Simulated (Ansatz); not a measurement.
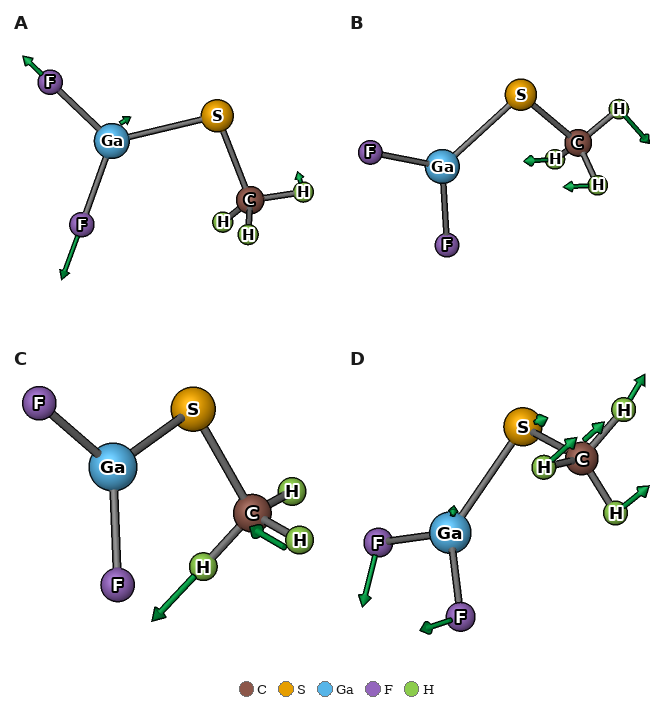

4 normal modes of one molecule or complex, as arrows. Harmonic vibrations computed with RKS PBE0-D4/def2-TZVP (Ansatz 0.2.0) at a stationary point of the same level.

Question: Match the panels to the wavenumbers 186 cm⁻¹, 684 cm⁻¹, 989 cm⁻¹, 3185 cm⁻¹.

Answer: A: 684 cm⁻¹, in-phase stretching of 2 Ga–F bonds
B: 989 cm⁻¹, H–C–S bending
C: 3185 cm⁻¹, out-of-phase stretching of 2 C–H bonds
D: 186 cm⁻¹, angle bending
